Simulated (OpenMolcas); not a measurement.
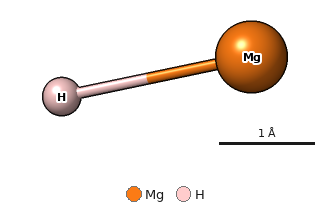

*The structure (ball-and-stick view, seen at a tilt). Sticks mark near contacts.*

## Single-point calculation of MgH (part 1 of 2)

System: MgH, multiplicity 2.
Method: CASPT2/pcseg-0 (OpenMolcas 26.06).

A bond length was changed on purpose from its optimised value. The run did not end well.

## The input
```
* HMg CASPT2

&GATEWAY
  BasLib = $CurrDir
  Coord = struct.xyz
  Basis = pcseg-0
  Group = NoSym

&SEWARD

&RASSCF
  FileOrb = $CurrDir/step2.RasOrb
  Spin = 2
  Nactel = 5 0 0
  Inactive = 4
  Ras2 = 5
  OrbListing = Nothing
  OrbAppear = Compact

&CASPT2
  IPEA = 0.25
  Imaginary = 0.1
  Frozen = 1
```

## File struct.xyz
```
2

Mg    -1.114047     0.365759    -0.578602
H      0.742670    -0.243830     0.385720
```

Machine: 1 thread of Arm Neoverse V1, 24 GiB of memory available, shared host.

Command:
```bash
export MOLCAS_MEM=1860
pymolcas step3.input > step3.log
```

## The program's output
```
--- Start Module: gateway ---

                                              &GATEWAY

                       available to each process: 1.9 GB of memory, 1 thread

 Basis Set     1 Label: MG.PCSEG-0
 Basis set is read from library:.
 basistype.tbl is not found

 Basis Set     2 Label: H.PCSEG-0
 Basis set is read from library:.
 basistype.tbl is not found

++    Symmetry information:
      ---------------------

                    Character Table for C1

                             E
                    a        1  x, y, xy, Rz, z, xz, Ry, yz, Rx, I
--

++    Basis set information:
      ----------------------

      Basis set label: MG.PCSEG-0.........

      Electronic valence basis set:
      ------------------
      Associated Effective Charge  12.000000 au
      Associated Actual Charge     12.000000 au
      Nuclear Model: Point charge

      Shell  nPrim  nBasis  Cartesian Spherical Contaminant
         s       9       4        X
         p       5       2        X

      Basis set label: H.PCSEG-0.........

      Electronic valence basis set:
      ------------------
      Associated Effective Charge   1.000000 au
      Associated Actual Charge      1.000000 au
      Nuclear Model: Point charge

      Shell  nPrim  nBasis  Cartesian Spherical Contaminant
         s       3       2        X
--

++    Molecular structure info:
      -------------------------

                    ************************************************
                    **** Cartesian Coordinates / bohr, angstrom ****
                    ************************************************

     Center  Label                x              y              z                     x              y              z
        1      MG1             -2.105244       0.691184      -1.093399             -1.114047       0.365759      -0.578602
        2      H2               1.403443      -0.460772       0.728905              0.742670      -0.243830       0.385720
--

            Nuclear Potential Energy              2.91397110 au

--- Stop Module: gateway /rc=_RC_ALL_IS_WELL_ ---

--- Start Module: seward ---

                                              &SEWARD

                       available to each process: 1.9 GB of memory, 1 thread

               SEWARD will generate:
                  Multipole Moment integrals up to order  2
                  Kinetic Energy integrals
                  Nuclear Attraction integrals (point charge)
                  One-Electron Hamiltonian integrals
                  Velocity integrals
                  Orbital angular momentum around ( -1.9638   0.6447  -1.0199 )
                  Velocity quadrupole around ( -1.9638   0.6447  -1.0199 )
                  Two-Electron Repulsion integrals

                   Integrals are discarded if absolute value <: 1.00E-14
                   Integral cutoff threshold is set to       <: 1.00E-16

            Nuclear Potential Energy              2.91397110 au

      Basis set specifications :
      Symmetry species         a
      Basis functions           12

--- Stop Module: seward /rc=_RC_ALL_IS_WELL_ ---

--- Start Module: rasscf ---

                                              &RASSCF

                       available to each process: 1.9 GB of memory, 1 thread

      Header of the ONEINT file:
      --------------------------

      OrdInt status: non-squared

      Cartesian coordinates in angstrom:
      -----------------------------------------------------
      No.  Label        X            Y            Z
      -----------------------------------------------------
       1   MG1       -1.11404700   0.36575900  -0.57860200
       2   H2         0.74267000  -0.24383000   0.38572000
      -----------------------------------------------------
      Nuclear repulsion energy =    2.91397110

++    Wave function specifications:
      -----------------------------

      Number of closed shell electrons           8
      Number of electrons in active shells       5
      Max number of holes in RAS1 space          0
      Max nr of electrons in RAS3 space          0
      Number of inactive orbitals                4
      Number of active orbitals                  5
      Number of secondary orbitals               3
      Spin quantum number                      0.5
      State symmetry                             1
--

++    Orbital specifications:
      -----------------------

      Symmetry species                           1
                                                 a
      Frozen orbitals                            0
      Inactive orbitals                          4
      Active orbitals                            5
      RAS1 orbitals                              0
      RAS2 orbitals                              5
      RAS3 orbitals                              0
      Secondary orbitals                         3
      Deleted orbitals                           0
      Number of basis functions                 12
--

++    CI expansion specifications:
      ----------------------------

      Number of CSFs                            75
      Number of determinants                   100
      Number of root(s) required                 1
      Root chosen for geometry opt.              1
      CI root used                               1

      highest root included in the CI            1
      max. size of the explicit Hamiltonian     75
--

++    Optimization specifications:
      ----------------------------

      RASSCF algorithm: Conventional
      Maximum number of macro iterations       200
      Maximum number of SX iterations          100
      Threshold for RASSCF energy            1.000E-08
      Threshold for max MO rotation          1.000E-01
      Threshold for max BLB element          1.000E-04
      Level shift parameter                  5.000E-01
      Make Quasi-Newton update
--

      The MO-coefficients are taken from the file:
      step2.RasOrb
      Title: RASSCF average (pseudo-natural) orbitals

      Total molecular charge    0.00

      ************************************************************************************************************************
      *                                            Wave function control section                                             *
      ************************************************************************************************************************

                                         RASSCF iterations: Energy and convergence statistics
                                         ----------------------------------------------------

          iter iter root      energy       change     param      element    value   shift minimum  type update hh:mm:ss
 Nr of preliminary CI iterations:   1
        1   1    5    1  -199.87360247    0.00E+00   1.04E-02    8  10 1 -6.17E-05   0.23   0.00    SX    NO    0:00:00
        2   1    5    1  -199.87360263   -1.63E-07*  1.25E-02    3   5 1  1.66E-05   0.23   0.00    SX    NO    0:00:00
        3   1    5    1  -199.87360280   -1.76E-07*  1.52E-02    3   5 1  2.29E-05   0.23   0.00    SX    NO    0:00:00
        4   1    5    1  -199.87360304   -2.40E-07*  1.84E-02    3   5 1  2.82E-05   0.23   0.00    SX    NO    0:00:00
        5   1    5    1  -199.87360339   -3.47E-07*  2.61E-02    3   5 1  3.43E-05   0.23   2.50    LS   YES    0:00:00
        6   1    5    1  -199.87360400   -6.06E-07*  3.64E-02    3   5 1  4.29E-05   0.23   2.50    LS   YES    0:00:00
        7   1    5    1  -199.87360505   -1.06E-06*  1.27E-01*   3   5 1  5.48E-05   0.23   2.50    QN   YES    0:00:00
        8   1    5    1  -199.87360247    2.59E-06*  1.05E-01*   3   5 1  1.44E-05   0.23  -0.50    LS   YES    0:00:00
        9   1    5    1  -199.87360439   -1.92E-06*  1.20E-01*   3   5 1  4.79E-05   0.23   2.50    LS   YES    0:00:00
       10   1    5    1  -199.87360915   -4.76E-06* -1.76E-01*   3   5 1  8.55E-05   0.23   2.50    QN   YES    0:00:00
       11   1    4    1  -199.87360309    6.06E-06* -1.35E-01*   3   5 1  3.18E-05   0.23  -0.50    LS   YES    0:00:00
       12   1    5    1  -199.87360721   -4.12E-06* -1.44E-01*   3   5 1  7.31E-05   0.23   2.50    LS   YES    0:00:00
       13   1    5    1  -199.87361524   -8.03E-06* -2.19E-01*   3   5 1  1.16E-04*  0.23   2.50    QN   YES    0:00:00
       14   1    5    1  -199.87360446    1.08E-05* -1.58E-01*   3   5 1  5.54E-05   0.23  -0.50    LS   YES    0:00:00
       15   1    5    1  -199.87361134   -6.89E-06* -1.60E-01*   3   5 1  9.92E-05   0.23   2.50    LS   YES    0:00:00
       16   1    5    1  -199.87362262   -1.13E-05* -2.56E-01*   3   5 1  1.41E-04*  0.23   2.50    QN   YES    0:00:00
       17   1    5    1  -199.87360654    1.61E-05* -1.75E-01*   3   5 1  8.18E-05   0.23  -0.50    LS   YES    0:00:00
       18   1    5    1  -199.87361634   -9.79E-06* -1.72E-01*   3   5 1  1.23E-04*  0.23   2.50    LS   YES    0:00:00
       19   1    5    1  -199.87363045   -1.41E-05* -2.89E-01*   3   5 1  1.60E-04*  0.23   2.50    QN   YES    0:00:00
       20   1    5    1  -199.87360906    2.14E-05* -1.89E-01*   3   5 1  1.08E-04*  0.23  -0.50    LS   YES    0:00:00
       21   1    5    1  -199.87362159   -1.25E-05* -1.81E-01*   3   5 1  1.43E-04*  0.23   2.50    LS   YES    0:00:00
       22   1    5    1  -199.87363800   -1.64E-05* -3.20E-01*   3   5 1  1.72E-04*  0.23   2.50    QN   YES    0:00:00
       23   1    5    1  -199.87361160    2.64E-05* -2.02E-01*   3   5 1  1.33E-04*  0.23  -0.50    LS   YES    0:00:00
       24   1    6    1  -199.87362656   -1.50E-05* -1.88E-01*   3   5 1  1.59E-04*  0.23   2.50    LS   YES    0:00:00
       25   1    5    1  -199.87364472   -1.82E-05* -3.48E-01*   3   5 1  1.78E-04*  0.23   2.50    QN   YES    0:00:00
       26   1    5    1  -199.87361383    3.09E-05* -2.12E-01*   3   5 1  1.54E-04*  0.23  -0.50    LS   YES    0:00:00
       27   1    5    1  -199.87363081   -1.70E-05* -1.94E-01*   3   5 1  1.71E-04*  0.23   2.50    LS   YES    0:00:00
       28   1    5    1  -199.87365026   -1.94E-05* -3.74E-01*   3   5 1  1.80E-04*  0.23   2.50    QN   YES    0:00:00
       29   1    6    1  -199.87361556    3.47E-05* -2.21E-01*   3   5 1  1.71E-04*  0.23  -0.50    LS   YES    0:00:00
       30   1    5    1  -199.87363411   -1.86E-05* -1.99E-01*   3   5 1  1.80E-04*  0.23   2.50    LS   YES    0:00:00
       31   1    5    1  -199.87365446   -2.04E-05* -3.95E-01*   3   5 1  1.79E-04*  0.23   2.50    QN   YES    0:00:00
       32   1    6    1  -199.87361673    3.77E-05* -2.28E-01*   3   5 1  1.85E-04*  0.23  -0.50    LS   YES    0:00:00
       33   1    5    1  -199.87363645   -1.97E-05* -2.03E-01*   3   5 1  1.85E-04*  0.23   2.50    LS   YES    0:00:00
       34   1    5    1  -199.87365742   -2.10E-05* -4.12E-01*   3   5 1  1.78E-04*  0.23   2.50    QN   YES    0:00:00
       35   1    6    1  -199.87361746    4.00E-05* -2.33E-01*   3   5 1  1.94E-04*  0.23  -0.50    LS   YES    0:00:00
       36   1    5    1  -199.87363798   -2.05E-05* -2.06E-01*   3   5 1  1.89E-04*  0.23   2.50    LS   YES    0:00:00
       37   1    5    1  -199.87365935   -2.14E-05* -4.23E-01*   3   5 1  1.76E-04*  0.23   2.50    QN   YES    0:00:00
       38   1    6    1  -199.87361787    4.15E-05* -2.37E-01*   3   5 1  2.00E-04*  0.23  -0.50    LS   YES    0:00:00
       39   1    5    1  -199.87363892   -2.10E-05* -2.07E-01*   3   5 1  1.92E-04*  0.23   2.50    LS   YES    0:00:00
       40   1    5    1  -199.87366054   -2.16E-05* -4.30E-01*   3   5 1  1.75E-04*  0.23   2.50    QN   YES    0:00:00
       41   1    6    1  -199.87361810    4.24E-05* -2.39E-01*   3   5 1  2.04E-04*  0.23  -0.50    LS   YES    0:00:00
       42   1    5    1  -199.87363946   -2.14E-05* -2.09E-01*   3   5 1  1.93E-04*  0.23   2.50    LS   YES    0:00:00
       43   1    6    1  -199.87366123   -2.18E-05* -4.35E-01*   3   5 1  1.75E-04*  0.23   2.50    QN   YES    0:00:00
       44   1    6    1  -199.87361822    4.30E-05* -2.40E-01*   3   5 1  2.07E-04*  0.23  -0.50    LS   YES    0:00:00
       45   1    5    1  -199.87363977   -2.16E-05* -2.09E-01*   3   5 1  1.94E-04*  0.23   2.50    LS   YES    0:00:00
       46   1    6    1  -199.87366163   -2.19E-05* -4.37E-01*   3   5 1  1.74E-04*  0.23   2.50    QN   YES    0:00:00
       47   1    6    1  -199.87361828    4.34E-05* -2.41E-01*   3   5 1  2.08E-04*  0.23  -0.50    LS   YES    0:00:00
       48   1    5    1  -199.87363994   -2.17E-05* -2.10E-01*   3   5 1  1.95E-04*  0.23   2.50    LS   YES    0:00:00
       49   1    6    1  -199.87366185   -2.19E-05* -4.39E-01*   3   5 1  1.74E-04*  0.23   2.50    QN   YES    0:00:00
       50   1    6    1  -199.87361832    4.35E-05* -2.42E-01*   3   5 1  2.09E-04*  0.23  -0.50    LS   YES    0:00:00
       51   1    5    1  -199.87364004   -2.17E-05* -2.10E-01*   3   5 1  1.95E-04*  0.23   2.50    LS   YES    0:00:00
       52   1    6    1  -199.87366198   -2.19E-05* -4.40E-01*   3   5 1  1.74E-04*  0.23   2.50    QN   YES    0:00:00
       53   1    6    1  -199.87361833    4.36E-05* -2.42E-01*   3   5 1  2.09E-04*  0.23  -0.50    LS   YES    0:00:00
       54   1    5    1  -199.87364009   -2.18E-05* -2.10E-01*   3   5 1  1.95E-04*  0.23   2.50    LS   YES    0:00:00
       55   1    6    1  -199.87366204   -2.20E-05* -4.40E-01*   3   5 1  1.74E-04*  0.23   2.50    QN   YES    0:00:00
       56   1    6    1  -199.87361834    4.37E-05* -2.42E-01*   3   5 1  2.10E-04*  0.23  -0.50    LS   YES    0:00:00
       57   1    5    1  -199.87364012   -2.18E-05* -2.10E-01*   3   5 1  1.95E-04*  0.23   2.50    LS   YES    0:00:00
       58   1    6    1  -199.87366208   -2.20E-05* -4.40E-01*   3   5 1  1.74E-04*  0.23   2.50    QN   YES    0:00:00
       59   1    6    1  -199.87361835    4.37E-05* -2.42E-01*   3   5 1  2.10E-04*  0.23  -0.50    LS   YES    0:00:00
       60   1    5    1  -199.87364013   -2.18E-05* -2.10E-01*   3   5 1  1.95E-04*  0.23   2.50    LS   YES    0:00:00
       61   1    6    1  -199.87366210   -2.20E-05* -4.40E-01*   3   5 1  1.74E-04*  0.23   2.50    QN   YES    0:00:00
       62   1    6    1  -199.87361835    4.38E-05* -2.42E-01*   3   5 1  2.10E-04*  0.23  -0.50    LS   YES    0:00:00
       63   1    5    1  -199.87364014   -2.18E-05* -2.10E-01*   3   5 1  1.95E-04*  0.23   2.50    LS   YES    0:00:00
       64   1    6    1  -199.87366211   -2.20E-05* -4.41E-01*   3   5 1  1.74E-04*  0.23   2.50    QN   YES    0:00:00
       65   1    6    1  -199.87361835    4.38E-05* -2.42E-01*   3   5 1  2.10E-04*  0.23  -0.50    LS   YES    0:00:00
       66   1    5    1  -199.87364014   -2.18E-05* -2.10E-01*   3   5 1  1.95E-04*  0.23   2.50    LS   YES    0:00:00
       67   1    6    1  -199.87366212   -2.20E-05* -4.41E-01*   3   5 1  1.74E-04*  0.23   2.50    QN   YES    0:00:00
       68   1    6    1  -199.87361835    4.38E-05* -2.42E-01*   3   5 1  2.10E-04*  0.23  -0.50    LS   YES    0:00:00
       69   1    5    1  -199.87364015   -2.18E-05* -2.10E-01*   3   5 1  1.95E-04*  0.23   2.50    LS   YES    0:00:00
       70   1    6    1  -199.87366212   -2.20E-05* -4.41E-01*   3   5 1  1.74E-04*  0.23   2.50    QN   YES    0:00:00
       71   1    6    1  -199.87361835    4.38E-05* -2.42E-01*   3   5 1  2.10E-04*  0.23  -0.50    LS   YES    0:00:00
       72   1    5    1  -199.87364015   -2.18E-05* -2.10E-01*   3   5 1  1.95E-04*  0.23   2.50    LS   YES    0:00:00
       73   1    6    1  -199.87366212   -2.20E-05* -4.41E-01*   3   5 1  1.74E-04*  0.23   2.50    QN   YES    0:00:00
       74   1    6    1  -199.87361835    4.38E-05* -2.42E-01*   3   5 1  2.10E-04*  0.23  -0.50    LS   YES    0:00:00
       75   1    5    1  -199.87364015   -2.18E-05* -2.10E-01*   3   5 1  1.95E-04*  0.23   2.50    LS   YES    0:00:00
       76   1    6    1  -199.87366212   -2.20E-05* -4.41E-01*   3   5 1  1.74E-04*  0.23   2.50    QN   YES    0:00:00
       77   1    6    1  -199.87361835    4.38E-05* -2.42E-01*   3   5 1  2.10E-04*  0.23  -0.50    LS   YES    0:00:00
       78   1    5    1  -199.87364015   -2.18E-05* -2.10E-01*   3   5 1  1.95E-04*  0.23   2.50    LS   YES    0:00:00
       79   1    6    1  -199.87366212   -2.20E-05* -4.41E-01*   3   5 1  1.74E-04*  0.23   2.50    QN   YES    0:00:00
       80   1    6    1  -199.87361835    4.38E-05* -2.42E-01*   3   5 1  2.10E-04*  0.23  -0.50    LS   YES    0:00:00
       81   1    5    1  -199.87364015   -2.18E-05* -2.10E-01*   3   5 1  1.95E-04*  0.23   2.50    LS   YES    0:00:00
       82   1    6    1  -199.87366212   -2.20E-05* -4.41E-01*   3   5 1  1.74E-04*  0.23   2.50    QN   YES    0:00:00
       83   1    6    1  -199.87361835    4.38E-05* -2.42E-01*   3   5 1  2.10E-04*  0.23  -0.50    LS   YES    0:00:00
       84   1    5    1  -199.87364015   -2.18E-05* -2.10E-01*   3   5 1  1.95E-04*  0.23   2.50    LS   YES    0:00:00
       85   1    6    1  -199.87366212   -2.20E-05* -4.41E-01*   3   5 1  1.74E-04*  0.23   2.50    QN   YES    0:00:00
       86   1    6    1  -199.87361835    4.38E-05* -2.42E-01*   3   5 1  2.10E-04*  0.23  -0.50    LS   YES    0:00:00
       87   1    5    1  -199.87364015   -2.18E-05* -2.10E-01*   3   5 1  1.95E-04*  0.23   2.50    LS   YES    0:00:00
       88   1    6    1  -199.87366212   -2.20E-05* -4.41E-01*   3   5 1  1.74E-04*  0.23   2.50    QN   YES    0:00:00
       89   1    6    1  -199.87361835    4.38E-05* -2.42E-01*   3   5 1  2.10E-04*  0.23  -0.50    LS   YES    0:00:00
       90   1    5    1  -199.87364015   -2.18E-05* -2.10E-01*   3   5 1  1.95E-04*  0.23   2.50    LS   YES    0:00:00
       91   1    6    1  -199.87366212   -2.20E-05* -4.41E-01*   3   5 1  1.74E-04*  0.23   2.50    QN   YES    0:00:00
```
